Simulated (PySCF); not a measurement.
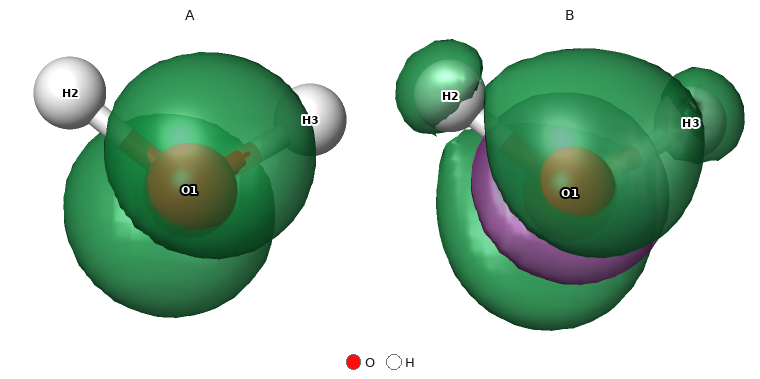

Figure 1: H2O, SMILES `O`. The Fukui function f⁻ from two separate SCF calculations and the density of the HOMO, at ±0.1 e/Å³ (green positive, purple negative).

PySCF calculation, PBE/def2-TZVP, gas phase; geometry: GFN2-xTB. No frequency check shows the geometry to be a minimum.

Input

```python
import numpy as np
from pyscf import gto, scf, dft
from pyscf.scf import atom_ks, atom_hf
from scipy.linalg import block_diag

def solve(mol, dm0=None, hcore=None):
    mf = (dft.UKS if mol.spin else dft.RKS)(mol, xc='pbe')
    mf.grids.level = 3
    mf = mf.density_fit(auxbasis='def2-universal-jkfit')
    mf.conv_tol, mf.max_cycle = 1e-8, 80
    if hcore is not None:
        mf.get_hcore = lambda *args: hcore
    mf.kernel(dm0)
    if not mf.converged:
        mf = mf.newton().run(mf.mo_coeff, mf.mo_occ, max_cycle=30)
    assert mf.converged, 'SCF not converged'
    return mf

mol = gto.M(atom='''
O      0.00000     0.11381     0.00000
H      0.77220    -0.45522     0.00000
H     -0.77219    -0.45522     0.00000
''', basis='def2-tzvp', charge=0, spin=0, verbose=4)
mf = solve(mol)
out = dict(e0=mf.e_tot, dm0=mf.make_rdm1(), c=mf.mo_coeff, occ=mf.mo_occ, eps=mf.mo_energy)
for name, dq, spin in [('cation', 1, 1)]:
    ion = mol.copy().set(charge=mol.charge + dq, spin=spin).build()
    mi = solve(ion)
    if spin and dq > 0 and mol.nao < 130:
        c, _, stable, _ = mi.stability(return_status=True)
        if not stable:
            mi = solve(ion, mi.make_rdm1(c, mi.mo_occ))
    print(name, 'vertical energy change / eV', (mi.e_tot - mf.e_tot) * 27.211386)
    out.update({'e_' + name: mi.e_tot, 'dm_' + name: mi.make_rdm1(), 's2_' + name: mi.spin_square()[0], 'eps_' + name: mi.mo_energy, 'occ_' + name: mi.mo_occ})
# spherically averaged free atoms, for the promolecule
atm = atom_ks.get_atm_nrks(mol, xc='pbe')
pro = block_diag(*[(atm[a[0]][2] * atm[a[0]][3]) @ atm[a[0]][2].T for a in mol._atom])
np.savez('result.npz', pro=pro, **out)
```

Command:

```sh
OMP_NUM_THREADS=1 python input.py
```

The run took 4 s on 1 thread of AMD EPYC 9R45 96-Core Processor (Zen 5), on a shared host, peak memory 0.21 GiB.

Partitions, critical points and surface values were worked out afterwards from this run's density.

### Which panel is which, and how good is the frozen-orbital picture?

B is f⁻ (it has negative regions), A the HOMO density. The HOMO lies on O1 (87 %) and H2 and H3 (6 % each); f⁻ (Hirshfeld-condensed) is largest on O1 (0.65); the vertical ionisation energy is 12.68 eV. Relaxation shifts 22 % of the electron between atoms. The orbital energy is −6.96 eV.
